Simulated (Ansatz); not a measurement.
# C₂H₄F₂O₂Si: up Jacob's ladder to CCSD(T)

How much do the methods differ for C₂H₄F₂O₂Si? The plan is to run it at one geometry with functionals of several rungs and with coupled cluster. The yardstick is the atomisation energy at the CCSD(T) limit.

Computed with Ansatz 0.2.0, Gaussian basis. Level: functionals in def2-TZVPP, the program's frozen cores in correlated methods.

Plan: LDA (SPW92), PBE-D4, revPBE-D4, BLYP-D4, r2SCAN-D4, B97M-V, PBE0-D4, B3LYP-D4, r2SCANh-D4, r2SCAN0-D4, HSE06-D4, BHLYP-D4, CAM-B3LYP-D4, LC-ωPBE, ωB97X-V, ωB97M-V, B2PLYP, PBE-QIDH; CCSD(T)/def2-SVP; CCSD(T)/def2-TZVPP; MP2/def2-QZVPP; extrapolation to the limit; RPA on PBE.

### 1 Structure used throughout

The geometry comes from an earlier relaxation with PBE0-D4 in a triple-zeta def2 set; it is a stationary point, not always the lowest conformer.

SMILES `CC(=O)O[SiH](F)F`, 11 atoms, charge 0, spin multiplicity 1.

Atoms are counted from 1 here; the program's logs count them from 0.

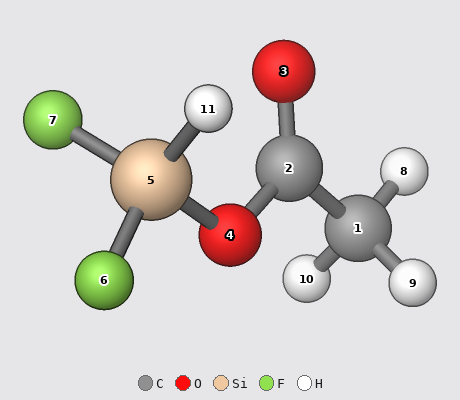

The geometry (carbon grey, oxygen red, silicon light orange, fluorine green, hydrogen white); atoms are numbered from 1 in the order of the file.

### 2 LDA

This LDA is Slater exchange with PW92 correlation.

in.yaml

```yaml
crystal:
  periodic: [false, false, false]
  atoms:
    - {symbol: C, position_ang: [0.795435, -0.770262, 1.638726]}
    - {symbol: C, position_ang: [0.551371, -0.390927, 0.218275]}
    - {symbol: O, position_ang: [1.233626, -0.687448, -0.723647]}
    - {symbol: O, position_ang: [-0.565661, 0.359422, 0.064979]}
    - {symbol: Si, position_ang: [-0.951557, 0.880971, -1.461122]}
    - {symbol: F, position_ang: [-2.211889, 1.801322, -1.230470]}
    - {symbol: F, position_ang: [-1.413406, -0.334108, -2.349629]}
    - {symbol: H, position_ang: [1.702730, -1.363749, 1.712754]}
    - {symbol: H, position_ang: [0.879309, 0.131123, 2.249019]}
    - {symbol: H, position_ang: [-0.059214, -1.335689, 2.015650]}
    - {symbol: H, position_ang: [0.104559, 1.652345, -2.114035]}
basis:
  gaussian: {orbitals: def2-TZVPP}
hamiltonian: {xc: lda}
output: {orbitals: {seedname: orbitals}}
```

Started as:

```
$ ansatz run in.yaml --threads 2 --pin off --events-out ev --progress --plain --max-ram 32768MiB --backend cuda --devices 0, --max-vram 18GiB
```

Output, cut to the lines that bear on the results:

```text
Functional definition: SPW92
  name "SPW92"
  cite "Dirac, Proc. Camb. Phil. Soc. 26, 376 (1930) doi:10.1017/S0305004100016108"
  cite "Slater, Phys. Rev. 81, 385 (1951) doi:10.1103/PhysRev.81.385"
  cite "Perdew & Wang, Phys. Rev. B 45, 13244 (1992) doi:10.1103/PhysRevB.45.13244"
[...]
1498 factors; their error is unknown
[...]
mean field -19440.90511572 eV, -714.4400854839 hartree, gradient 6.4e-5 eV, S^2 0.000000; 0 other end points of the search recorded, 0 dependent functions left out
reference -19440.90515428 eV, -714.4400869008 hartree; 32, 32 occupied and 252, 252 virtual orbitals, 1498 factors
Total energy: -19440.90515428 eV, -714.4400869008 hartree
```

Wall time 6.5 s (1 × H100 (card shared with other runs) with 2 threads of AMD EPYC 7R13, shared host); peak host memory 0.82 GiB.

With the free atoms at this level, -19382.714 eV in sum, the atomisation energy is 58.191 eV. HOMO -7.16 eV, LUMO -1.90 eV.

### 3 PBE-D4 (GGA)

in.yaml, as its differences from that of step 2:

```diff
@@ -16,3 +16,3 @@
   gaussian: {orbitals: def2-TZVPP}
-hamiltonian: {xc: lda}
-output: {orbitals: {seedname: orbitals}}
+hamiltonian: {xc: pbe, dispersion: d4}
+output: {forces: true, orbitals: {seedname: orbitals}}
```

Launched as before.

Output, cut to the lines that bear on the results:

```text
Functional definition: PBE
  name "PBE"
  cite "Perdew, Burke & Ernzerhof, Phys. Rev. Lett. 77, 3865 (1996) doi:10.1103/PhysRevLett.77.3865"
  parent pbe
[...]
1498 factors; their error is unknown
[...]
mean field -19539.11284192 eV, -718.0491528543 hartree, gradient 3.0e-5 eV, S^2 0.000000; 0 other end points of the search recorded, 0 dependent functions left out
[...]
Atom 7 at     1.702730    -1.363749     1.712754 Å, force     0.177294    -0.119118     0.032304 eV/Å
Atom 8 at     0.879309     0.131123     2.249019 Å, force     0.015301     0.162992     0.152268 eV/Å
Atom 9 at    -0.059214    -1.335689     2.015650 Å, force    -0.161162    -0.111506     0.107546 eV/Å
Atom 10 at     0.104559     1.652345    -2.114035 Å, force     0.135366     0.113202    -0.087739 eV/Å
Dipole moment:     0.130109     0.062713     0.477210 e Å
```

Run time: 7.5 s. Hardware: 1 × H100 (card shared with other runs) with 2 threads of AMD EPYC 7R13, shared host; peak host memory 0.83 GiB.

Atomisation energy: 51.348 eV (free atoms -19488.003 eV, run apart). HOMO -6.94 eV, LUMO -1.61 eV.

### 4 revPBE-D4 (GGA)

in.yaml, as its differences from that of step 3:

```diff
@@ -16,3 +16,3 @@
   gaussian: {orbitals: def2-TZVPP}
-hamiltonian: {xc: pbe, dispersion: d4}
-output: {forces: true, orbitals: {seedname: orbitals}}
+hamiltonian: {xc: {name: revPBE}, dispersion: d4}
+output: {orbitals: {seedname: orbitals}}
```

Launched as before.

Output, cut to the lines that bear on the results:

```text
Functional definition: revPBE
  name "revPBE"
  cite "Zhang & Yang, Phys. Rev. Lett. 80, 890 (1998) doi:10.1103/PhysRevLett.80.890"
  cite "Perdew, Burke & Ernzerhof, Phys. Rev. Lett. 77, 3865 (1996) doi:10.1103/PhysRevLett.77.3865"
[...]
1498 factors; their error is unknown
[...]
mean field -19549.66332058 eV, -718.4368757934 hartree, gradient 5.5e-5 eV, S^2 0.000000; 0 other end points of the search recorded, 0 dependent functions left out
reference -19549.66337363 eV, -718.4368777433 hartree; 32, 32 occupied and 252, 252 virtual orbitals, 1498 factors
Total energy: -19550.43208898 eV, -718.4651275112 hartree
```

Run time: 6.5 s. Hardware: 1 × H100 (card shared with other runs) with 2 threads of AMD EPYC 7R13, shared host; peak host memory 0.82 GiB.

Atomisation energy: 49.795 eV (free atoms -19500.637 eV, run apart). HOMO -6.86 eV, LUMO -1.50 eV.

### 5 BLYP-D4 (GGA)

in.yaml, as its differences from that of step 4:

```diff
@@ -16,3 +16,3 @@
   gaussian: {orbitals: def2-TZVPP}
-hamiltonian: {xc: {name: revPBE}, dispersion: d4}
+hamiltonian: {xc: {name: BLYP}, dispersion: d4}
 output: {orbitals: {seedname: orbitals}}
```

Launched as before.

Output, cut to the lines that bear on the results:

```text
Functional definition: BLYP
  name "BLYP"
  cite "Becke, Phys. Rev. A 38, 3098 (1988) doi:10.1103/PhysRevA.38.3098"
  cite "Lee, Yang & Parr, Phys. Rev. B 37, 785 (1988) doi:10.1103/PhysRevB.37.785"
[...]
1498 factors; their error is unknown
[...]
mean field -19553.49077272 eV, -718.5775320655 hartree, gradient 6.6e-5 eV, S^2 0.000000; 0 other end points of the search recorded, 0 dependent functions left out
reference -19553.49114904 eV, -718.5775458949 hartree; 32, 32 occupied and 252, 252 virtual orbitals, 1498 factors
Total energy: -19554.02030832 eV, -718.5969921398 hartree
```

It took 5.5 s on 1 × H100 (card shared with other runs) with 2 threads of AMD EPYC 7R13, shared host; peak host memory 0.82 GiB.

Atomisation energy: 50.184 eV (free atoms -19503.836 eV, run apart). HOMO -6.86 eV, LUMO -1.51 eV.

### 6 r2SCAN-D4 (meta-GGA)

in.yaml, as its differences from that of step 5:

```diff
@@ -16,3 +16,3 @@
   gaussian: {orbitals: def2-TZVPP}
-hamiltonian: {xc: {name: BLYP}, dispersion: d4}
-output: {orbitals: {seedname: orbitals}}
+hamiltonian: {xc: r2scan, dispersion: d4}
+output: {forces: true, orbitals: {seedname: orbitals}}
```

The command is unchanged.

Output, cut to the lines that bear on the results:

```text
Functional definition: r2SCAN
  name "r2SCAN"
  cite "Furness, Kaplan, Ning, Perdew & Sun, J. Phys. Chem. Lett. 11, 8208 (2020) doi:10.1021/acs.jpclett.0c02405"
  cite "Furness, Kaplan, Ning, Perdew & Sun, J. Phys. Chem. Lett. 11, 9248 (2020) doi:10.1021/acs.jpclett.0c03077"
  parent r2scan
[...]
1498 factors; their error is unknown
[...]
Atom 7 at     1.702730    -1.363749     1.712754 Å, force    -0.026069     0.016283    -0.000041 eV/Å
Atom 8 at     0.879309     0.131123     2.249019 Å, force    -0.013706    -0.021915     0.001479 eV/Å
Atom 9 at    -0.059214    -1.335689     2.015650 Å, force     0.012798     0.020538     0.007416 eV/Å
Atom 10 at     0.104559     1.652345    -2.114035 Å, force    -0.027318    -0.017128     0.019429 eV/Å
Dipole moment:     0.132923     0.064793     0.495944 e Å
```

Wall time 7.5 s (1 × H100 (card shared with other runs) with 2 threads of AMD EPYC 7R13, shared host); peak host memory 0.85 GiB.

With the free atoms at this level, -19499.117 eV in sum, the atomisation energy is 50.391 eV. HOMO -7.30 eV, LUMO -1.34 eV.

### 7 B97M-V (meta-GGA)

in.yaml, as its differences from that of step 6:

```diff
@@ -16,3 +16,3 @@
   gaussian: {orbitals: def2-TZVPP}
-hamiltonian: {xc: r2scan, dispersion: d4}
-output: {forces: true, orbitals: {seedname: orbitals}}
+hamiltonian: {xc: {name: B97M-V}}
+output: {orbitals: {seedname: orbitals}}
```

The command is unchanged.

Output, cut to the lines that bear on the results:

```text
Functional definition: B97M-V
  name "B97M-V"
  cite "Mardirossian & Head-Gordon, J. Chem. Phys. 142, 074111 (2015) doi:10.1063/1.4907719"
  cite "Becke, J. Chem. Phys. 107, 8554 (1997) doi:10.1063/1.475007"
  cite "Vydrov & Van Voorhis, J. Chem. Phys. 133, 244103 (2010) doi:10.1063/1.3521275"
  # Of w^i u^j: cxij and so on, Table III.
[...]
  gx(w, u) = cx00 + cx01*u + cx02*u^2 + (cx10 + cx11*u)*w
[...]
  gos(w, u) = cos00 + cos01*u + cos03*u^3 + cos10*w + cos32*w^3*u^2
[...]
      + integral(e_c_pw_mod_opposite_spin*gos(b97_w_opposite, b97_u_opposite)) + vv10(b, c)
1498 factors; their error is unknown
[...]
mean field -19550.37291676 eV, -718.4629529723 hartree, gradient 3.8e-5 eV, S^2 0.000000; 0 other end points of the search recorded, 0 dependent functions left out
reference -19550.37297706 eV, -718.4629551884 hartree; 32, 32 occupied and 252, 252 virtual orbitals, 1498 factors
Total energy: -19550.37297706 eV, -718.4629551884 hartree
```

It took 6.5 s on 1 × H100 (card shared with other runs) with 2 threads of AMD EPYC 7R13, shared host; peak host memory 0.89 GiB.

Atomisation energy: 50.205 eV (free atoms -19500.168 eV, run apart). HOMO -7.44 eV, LUMO -1.21 eV.

### 8 PBE0-D4 (hybrid)

in.yaml, as its differences from that of step 7:

```diff
@@ -16,3 +16,3 @@
   gaussian: {orbitals: def2-TZVPP}
-hamiltonian: {xc: {name: B97M-V}}
+hamiltonian: {xc: pbe0, dispersion: d4}
 output: {orbitals: {seedname: orbitals}}
```

Same command.

Output, cut to the lines that bear on the results:

```text
Functional definition: PBE0
  name "PBE0"
  cite "Adamo & Barone, J. Chem. Phys. 110, 6158 (1999) doi:10.1063/1.478522"
  cite "Perdew, Burke & Ernzerhof, Phys. Rev. Lett. 77, 3865 (1996) doi:10.1103/PhysRevLett.77.3865"
  parent pbe
[...]
1501 factors; their error is unknown
[...]
mean field -19540.02582722 eV, -718.0827044449 hartree, gradient 4.2e-5 eV, S^2 0.000000; 0 other end points of the search recorded, 0 dependent functions left out
reference -19540.02585726 eV, -718.0827055490 hartree; 32, 32 occupied and 252, 252 virtual orbitals, 1501 factors
Total energy: -19540.22640959 eV, -718.0900757113 hartree
```

Wall time 3.5 s (1 × H100 (card shared with other runs) with 2 threads of AMD EPYC 7R13, shared host); peak host memory 0.83 GiB.

With the free atoms at this level, -19490.262 eV in sum, the atomisation energy is 49.964 eV. HOMO -8.66 eV, LUMO -0.48 eV.

### 9 B3LYP-D4 (hybrid)

B3LYP here takes the VWN-RPA correlation.

in.yaml, as its differences from that of step 8:

```diff
@@ -16,3 +16,3 @@
   gaussian: {orbitals: def2-TZVPP}
-hamiltonian: {xc: pbe0, dispersion: d4}
-output: {orbitals: {seedname: orbitals}}
+hamiltonian: {xc: {name: B3LYP}, dispersion: d4}
+output: {forces: true, orbitals: {seedname: orbitals}}
```

Launched as before.

Output, cut to the lines that bear on the results:

```text
Functional definition: B3LYP
  name "B3LYP"
  cite "Stephens, Devlin, Chabalowski & Frisch, J. Phys. Chem. 98, 11623 (1994) doi:10.1021/j100096a001"
  cite "Becke, Phys. Rev. A 38, 3098 (1988) doi:10.1103/PhysRevA.38.3098"
  cite "Lee, Yang & Parr, Phys. Rev. B 37, 785 (1988) doi:10.1103/PhysRevB.37.785"
  cite "Vosko, Wilk & Nusair, Can. J. Phys. 58, 1200 (1980) doi:10.1139/p80-159"
[...]
1501 factors; their error is unknown
[...]
Atom 7 at     1.702730    -1.363749     1.712754 Å, force    -0.048662     0.028979     0.015223 eV/Å
Atom 8 at     0.879309     0.131123     2.249019 Å, force     0.002815    -0.050293    -0.013686 eV/Å
Atom 9 at    -0.059214    -1.335689     2.015650 Å, force     0.047431     0.020872    -0.003105 eV/Å
Atom 10 at     0.104559     1.652345    -2.114035 Å, force    -0.077955    -0.053111     0.046209 eV/Å
Dipole moment:     0.146769     0.070775     0.493889 e Å
```

It took 4 s on 1 × H100 (card shared with other runs) with 2 threads of AMD EPYC 7R13, shared host; peak host memory 0.88 GiB.

Atomisation energy: 49.895 eV (free atoms -19506.550 eV, run apart). HOMO -8.40 eV, LUMO -0.77 eV.

### 10 r2SCANh-D4 (hybrid)

in.yaml, as its differences from that of step 9:

```diff
@@ -16,3 +16,3 @@
   gaussian: {orbitals: def2-TZVPP}
-hamiltonian: {xc: {name: B3LYP}, dispersion: d4}
-output: {forces: true, orbitals: {seedname: orbitals}}
+hamiltonian: {xc: {name: r2SCANh}, dispersion: d4}
+output: {orbitals: {seedname: orbitals}}
```

Launched as before.

Output, cut to the lines that bear on the results:

```text
Functional definition: r2SCANh
  name "r2SCANh"
  cite "Bursch, Neugebauer, Ehlert & Grimme, J. Chem. Phys. 156, 134105 (2022) doi:10.1063/5.0086040"
  cite "Furness, Kaplan, Ning, Perdew & Sun, J. Phys. Chem. Lett. 11, 8208 (2020) doi:10.1021/acs.jpclett.0c02405"
  cite "Furness, Kaplan, Ning, Perdew & Sun, J. Phys. Chem. Lett. 11, 9248 (2020) doi:10.1021/acs.jpclett.0c03077"
  parent r2scan
[...]
1498 factors; their error is unknown
[...]
mean field -19548.73999233 eV, -718.4029441062 hartree, gradient 2.7e-5 eV, S^2 0.000000; 0 other end points of the search recorded, 0 dependent functions left out
reference -19548.74000296 eV, -718.4029444971 hartree; 32, 32 occupied and 252, 252 virtual orbitals, 1498 factors
Total energy: -19548.80358128 eV, -718.4052809570 hartree
```

Run time: 3.5 s. Hardware: 1 × H100 (card shared with other runs) with 2 threads of AMD EPYC 7R13, shared host; peak host memory 0.86 GiB.

With the free atoms at this level, -19498.920 eV in sum, the atomisation energy is 49.884 eV. HOMO -7.95 eV, LUMO -0.93 eV.

### 11 r2SCAN0-D4 (hybrid)

in.yaml, as its differences from that of step 10:

```diff
@@ -16,3 +16,3 @@
   gaussian: {orbitals: def2-TZVPP}
-hamiltonian: {xc: {name: r2SCANh}, dispersion: d4}
+hamiltonian: {xc: {name: r2SCAN0}, dispersion: d4}
 output: {orbitals: {seedname: orbitals}}
```

Same command.

Output, cut to the lines that bear on the results:

```text
Functional definition: r2SCAN0
  name "r2SCAN0"
  cite "Bursch, Neugebauer, Ehlert & Grimme, J. Chem. Phys. 156, 134105 (2022) doi:10.1063/5.0086040"
  cite "Furness, Kaplan, Ning, Perdew & Sun, J. Phys. Chem. Lett. 11, 8208 (2020) doi:10.1021/acs.jpclett.0c02405"
  cite "Furness, Kaplan, Ning, Perdew & Sun, J. Phys. Chem. Lett. 11, 9248 (2020) doi:10.1021/acs.jpclett.0c03077"
  parent r2scan
[...]
1501 factors; their error is unknown
[...]
mean field -19547.72824227 eV, -718.3657629774 hartree, gradient 4.6e-5 eV, S^2 0.000000; 0 other end points of the search recorded, 0 dependent functions left out
reference -19547.72825137 eV, -718.3657633119 hartree; 32, 32 occupied and 252, 252 virtual orbitals, 1501 factors
Total energy: -19547.79821336 eV, -718.3683343673 hartree
```

Wall time 4.4 s (1 × H100 (card shared with other runs) with 2 threads of AMD EPYC 7R13, shared host); peak host memory 0.86 GiB.

Atomisation energy: 49.155 eV (free atoms -19498.644 eV, run apart). HOMO -8.92 eV, LUMO -0.31 eV.

### 12 HSE06-D4 (hybrid)

HSE06 is the plane-wave form, built on full-range PBE exchange.

in.yaml, as its differences from that of step 11:

```diff
@@ -16,3 +16,3 @@
   gaussian: {orbitals: def2-TZVPP}
-hamiltonian: {xc: {name: r2SCAN0}, dispersion: d4}
+hamiltonian: {xc: hse06, dispersion: d4}
 output: {orbitals: {seedname: orbitals}}
```

Same command.

Output, cut to the lines that bear on the results:

```text
Functional definition: HSE06
  name "HSE06"
  cite "Heyd, Scuseria & Ernzerhof, J. Chem. Phys. 118, 8207 (2003) doi:10.1063/1.1564060"
  cite "Krukau, Vydrov, Izmaylov & Scuseria, J. Chem. Phys. 125, 224106 (2006) doi:10.1063/1.2404663"
  cite "Heyd & Scuseria, J. Chem. Phys. 120, 7274 (2004) doi:10.1063/1.1668634"
  cite "Ernzerhof & Perdew, J. Chem. Phys. 109, 3313 (1998) doi:10.1063/1.476928"
[...]
1501 factors; their error is unknown
115 factors; integrals over basis functions are off by at most 3.6e-7 eV
[...]
mean field -19539.33629473 eV, -718.0573645937 hartree, gradient 3.6e-5 eV, S^2 0.000000; 0 other end points of the search recorded, 0 dependent functions left out
reference -19539.33633479 eV, -718.0573660656 hartree; 32, 32 occupied and 252, 252 virtual orbitals, 1501 factors
Total energy: -19539.52231535 eV, -718.0642007253 hartree
```

Wall time 5.5 s (1 × H100 (card shared with other runs) with 2 threads of AMD EPYC 7R13, shared host); peak host memory 0.84 GiB.

With the free atoms at this level, -19489.518 eV in sum, the atomisation energy is 50.005 eV. HOMO -8.25 eV, LUMO -0.86 eV.

### 13 BHLYP-D4 (hybrid)

in.yaml, as its differences from that of step 12:

```diff
@@ -16,3 +16,3 @@
   gaussian: {orbitals: def2-TZVPP}
-hamiltonian: {xc: hse06, dispersion: d4}
+hamiltonian: {xc: {name: BHLYP}, dispersion: d4}
 output: {orbitals: {seedname: orbitals}}
```

Launched as before.

Output, cut to the lines that bear on the results:

```text
Functional definition: BHLYP
  name "BHLYP"
  cite "Becke, J. Chem. Phys. 98, 1372 (1993) doi:10.1063/1.464304"
  cite "Becke, Phys. Rev. A 38, 3098 (1988) doi:10.1103/PhysRevA.38.3098"
  cite "Lee, Yang & Parr, Phys. Rev. B 37, 785 (1988) doi:10.1103/PhysRevB.37.785"
[...]
1692 factors; their error is unknown
[...]
mean field -19550.38114049 eV, -718.4632551888 hartree, gradient 6.6e-5 eV, S^2 0.000000; 0 other end points of the search recorded, 0 dependent functions left out
reference -19550.38132050 eV, -718.4632618041 hartree; 32, 32 occupied and 252, 252 virtual orbitals, 1692 factors
Total energy: -19550.65919348 eV, -718.4734734475 hartree
```

It took 5.5 s on 1 × H100 (card shared with other runs) with 2 threads of AMD EPYC 7R13, shared host; peak host memory 0.84 GiB.

Atomisation energy: 47.980 eV (free atoms -19502.679 eV, run apart). HOMO -10.33 eV, LUMO 0.76 eV.

### 14 CAM-B3LYP-D4 (range-separated)

in.yaml, as its differences from that of step 13:

```diff
@@ -16,3 +16,3 @@
   gaussian: {orbitals: def2-TZVPP}
-hamiltonian: {xc: {name: BHLYP}, dispersion: d4}
+hamiltonian: {xc: {name: CAM-B3LYP}, dispersion: d4}
 output: {orbitals: {seedname: orbitals}}
```

The command is unchanged.

Output, cut to the lines that bear on the results:

```text
Functional definition: CAM-B3LYP
  name "CAM-B3LYP"
  cite "Yanai, Tew & Handy, Chem. Phys. Lett. 393, 51 (2004) doi:10.1016/j.cplett.2004.06.011"
  cite "Iikura, Tsuneda, Yanai & Hirao, J. Chem. Phys. 115, 3540 (2001) doi:10.1063/1.1383587"
  cite "Becke, Phys. Rev. A 38, 3098 (1988) doi:10.1103/PhysRevA.38.3098"
  cite "Lee, Yang & Parr, Phys. Rev. B 37, 785 (1988) doi:10.1103/PhysRevB.37.785"
[...]
  # Exact exchange under (alpha + beta erf(omega r))/r, Becke's under what is left of 1/r.
[...]
1501 factors; their error is unknown
339 factors; integrals over basis functions are off by at most 1.0e-5 eV
[...]
mean field -19552.22081308 eV, -718.5308619095 hartree, gradient 6.1e-5 eV, S^2 0.000000; 0 other end points of the search recorded, 0 dependent functions left out
reference -19552.22094592 eV, -718.5308667912 hartree; 32, 32 occupied and 252, 252 virtual orbitals, 1501 factors
Total energy: -19552.42287954 eV, -718.5382877147 hartree
```

It took 5.5 s on 1 × H100 (card shared with other runs) with 2 threads of AMD EPYC 7R13, shared host; peak host memory 0.85 GiB.

Atomisation energy: 50.393 eV (free atoms -19502.030 eV, run apart). HOMO -10.17 eV, LUMO 0.71 eV.

### 15 LC-ωPBE (range-separated)

in.yaml, as its differences from that of step 14:

```diff
@@ -16,3 +16,3 @@
   gaussian: {orbitals: def2-TZVPP}
-hamiltonian: {xc: {name: CAM-B3LYP}, dispersion: d4}
+hamiltonian: {xc: {name: LC-wPBE}}
 output: {orbitals: {seedname: orbitals}}
```

The command is unchanged.

Output, cut to the lines that bear on the results:

```text
Functional definition: LC-wPBE
  name "LC-wPBE"
  cite "Vydrov & Scuseria, J. Chem. Phys. 125, 234109 (2006) doi:10.1063/1.2409292"
  cite "Heyd & Scuseria, J. Chem. Phys. 120, 7274 (2004) doi:10.1063/1.1668634"
  cite "Ernzerhof & Perdew, J. Chem. Phys. 109, 3313 (1998) doi:10.1063/1.476928"
  cite "Perdew, Burke & Ernzerhof, Phys. Rev. Lett. 77, 3865 (1996) doi:10.1103/PhysRevLett.77.3865"
  parent pbe
[...]
1498 factors; their error is unknown
444 factors; integrals over basis functions are off by at most 2.0e-5 eV
[...]
mean field -19546.19506137 eV, -718.3094196184 hartree, gradient 2.5e-5 eV, S^2 0.000000; 0 other end points of the search recorded, 0 dependent functions left out
reference -19546.19506138 eV, -718.3094196187 hartree; 32, 32 occupied and 252, 252 virtual orbitals, 1498 factors
Total energy: -19546.19506138 eV, -718.3094196187 hartree
```

Wall time 6 s (1 × H100 (card shared with other runs) with 2 threads of AMD EPYC 7R13, shared host); peak host memory 0.85 GiB.

With the free atoms at this level, -19496.051 eV in sum, the atomisation energy is 50.144 eV. HOMO -11.49 eV, LUMO 1.97 eV.

### 16 ωB97X-V (range-separated)

in.yaml, as its differences from that of step 15:

```diff
@@ -16,3 +16,3 @@
   gaussian: {orbitals: def2-TZVPP}
-hamiltonian: {xc: {name: LC-wPBE}}
+hamiltonian: {xc: {name: wB97X-V}}
 output: {orbitals: {seedname: orbitals}}
```

Same command.

Output, cut to the lines that bear on the results:

```text
Functional definition: wB97X-V
  name "wB97X-V"
  cite "Mardirossian & Head-Gordon, Phys. Chem. Chem. Phys. 16, 9904 (2014) doi:10.1039/C3CP54374A"
  cite "Becke, J. Chem. Phys. 107, 8554 (1997) doi:10.1063/1.475007"
  cite "Vydrov & Van Voorhis, J. Chem. Phys. 133, 244103 (2010) doi:10.1063/1.3521275"
[...]
      + integral(e_c_pw_opposite_spin*poly(b97_u_opposite, cos0, cos1)) + vv10(b, c)
1501 factors; their error is unknown
322 factors; integrals over basis functions are off by at most 9.0e-6 eV
[...]
mean field -19550.42354739 eV, -718.4648136134 hartree, gradient 3.9e-5 eV, S^2 0.000000; 0 other end points of the search recorded, 0 dependent functions left out
reference -19550.42354539 eV, -718.4648135401 hartree; 32, 32 occupied and 252, 252 virtual orbitals, 1501 factors
Total energy: -19550.42354539 eV, -718.4648135401 hartree
```

Run time: 5 s. Hardware: 1 × H100 (card shared with other runs) with 2 threads of AMD EPYC 7R13, shared host; peak host memory 0.9 GiB.

With the free atoms at this level, -19500.163 eV in sum, the atomisation energy is 50.261 eV. HOMO -11.15 eV, LUMO 1.91 eV.

(Part 1 of 2 ends here.)
